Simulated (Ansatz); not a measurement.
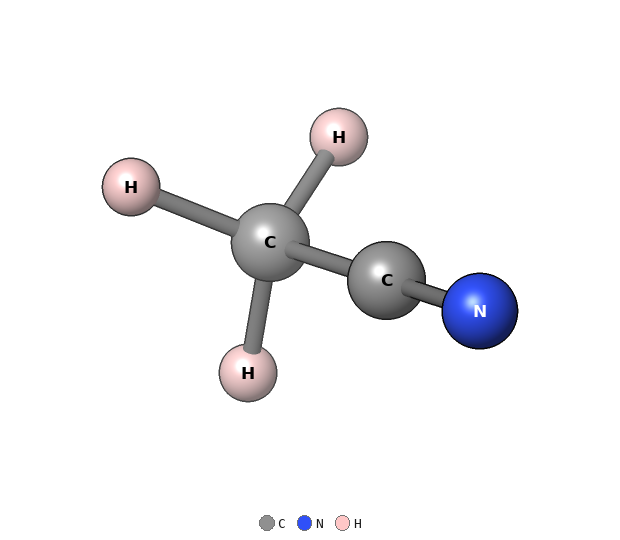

Distant atoms are faded towards the background colour. Computed geometry: PBE-D4/def2-SVP optimisation. No frequency run is at hand to confirm it as a minimum.

**Which symmetry elements does this geometry have?**

It has 1 C3 axis and 3 mirror planes, so the point group is C3v. The group has 6 operations. The geometry is achiral, and symmetry allows a dipole moment.
